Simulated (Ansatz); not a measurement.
# GaH2N···CH4: what the fields show

```xyz
9

Ga   -1.0347   -0.7431    0.8760
H     1.5070    0.2517    1.3569
C     1.9802    0.1420    0.3651
H     1.9608   -0.9146    0.0646
H     1.4394    0.7511   -0.3706
H     3.0234    0.4817    0.4271
N    -1.3275   -0.1063   -0.8584
H    -2.2607   -0.0594   -1.2672
H    -0.6502    0.1969   -1.5562
```

Level of theory: RKS r2SCAN-D4/def2-SVP in Ansatz.

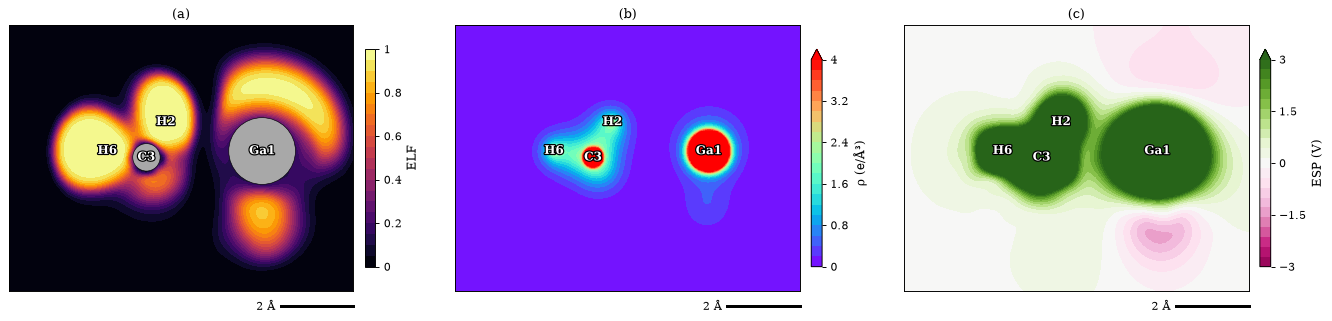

Figure 1. (a) ELF; (b) total electron density; (c) electrostatic potential on the plane of atoms H2, C3 and H6. Grey discs cover the atomic cores in the ELF map.

Q: Interpret the plot.

A: The section cuts through Ga, H and C sites.
C3···Ga1 (3.18 Å): the density falls to about 0.06 e/Å³ on the way; the ELF dips to about 0.05 between them.
C–H (1.10 Å): ρ at the midpoint is about 1.9 e/Å³; the ELF climbs to about 1 towards the hydrogen, as it does in any bond to H; a covalent bond by its length.
Outside the dense part of the complex the potential is most negative (−1.4 V) near N7, which lies off the plane.

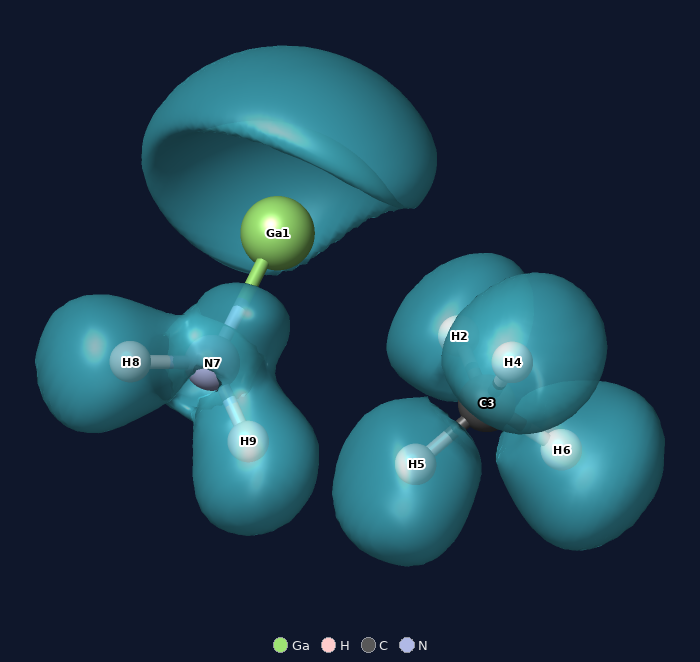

Figure 2. Isosurface of the ELF at 0.75 (cyan), seen at a tilt. Only the valence region is drawn (cores and ρ < 0.01 e/Å³ removed).

Q: What do the ELF domains correspond to?

A: The ELF exceeds this value in four regions around hydrogen nuclei, one lobe on Ga, pointing away from the bonds (lone pairs) and one joined region spread over several atoms (H, N), in which their bonds and any lone pairs are merged. Profiles from the grid: Ga–N (1.87 Å): the ELF peaks at about 0.90 in the valence shell of N, 0.6 Å from its nucleus, and is about 0.30 at the midpoint.

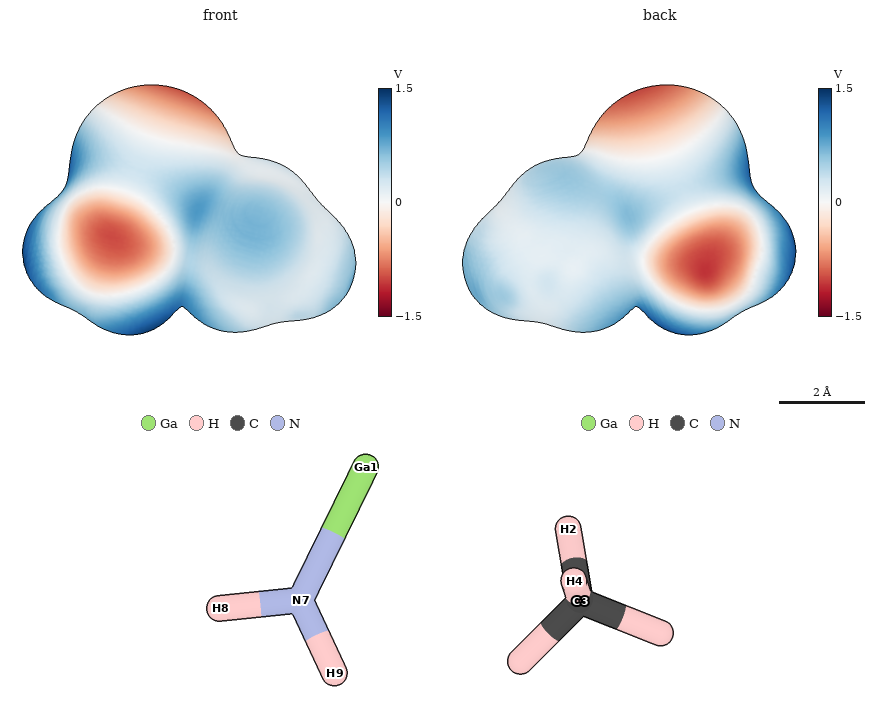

Figure 3. The molecular electrostatic potential painted on the density surface at 0.002 e/bohr³, seen from the front and from behind; the colour scale runs from red (negative) to blue (positive). The bare structure is drawn below in the same view.

Q: Which sites attract a positive test charge, and which a negative one?

A: A positive charge is drawn to the negative regions and a negative charge to the positive ones. The most negative region (about −1.0 V) lies over N7, the most positive (about +1.4 V) over H8 and H9. N7 is the likeliest acceptor of a hydrogen bond.
